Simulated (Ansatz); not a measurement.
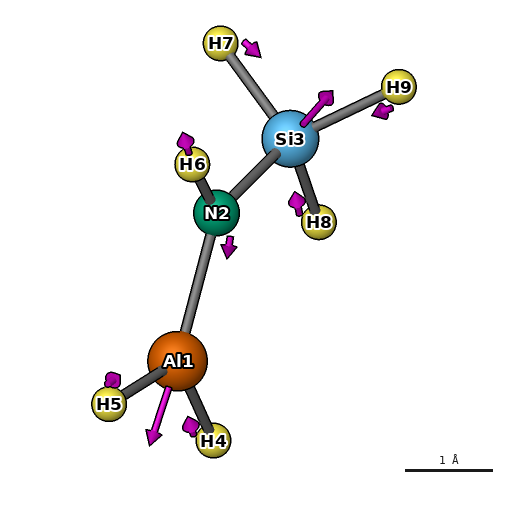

Arrows show the forces on the atoms, 10 Å of arrow for 1 eV/Å; forces under a tenth of the largest aren't drawn. Level of theory: r2SCAN-D4/def2-TZVPP (Ansatz 0.2.0).

Along which bond is the force strongest?

N2–Si3, now 1.727 Å: the forces push its atoms apart, so a first step downhill lengthens it.

List the force components in the frame of the picture (x right, y up, z towards the viewer), in eV/Å.

```json
{"atom": "Al1", "Fx": "−0.02", "Fy": "−0.07", "Fz": "0.01"}
{"atom": "N2", "Fx": "0.00", "Fy": "−0.03", "Fz": "0.00"}
{"atom": "Si3", "Fx": "0.04", "Fy": "0.04", "Fz": "−0.05"}
{"atom": "H4", "Fx": "−0.01", "Fy": "0.02", "Fz": "0.02"}
{"atom": "H5", "Fx": "0.02", "Fy": "0.01", "Fz": "−0.03"}
{"atom": "H6", "Fx": "−0.01", "Fy": "0.03", "Fz": "0.03"}
{"atom": "H7", "Fx": "0.02", "Fy": "−0.02", "Fz": "0.01"}
{"atom": "H8", "Fx": "−0.01", "Fy": "0.03", "Fz": "0.03"}
{"atom": "H9", "Fx": "−0.02", "Fy": "−0.01", "Fz": "−0.02"}
```
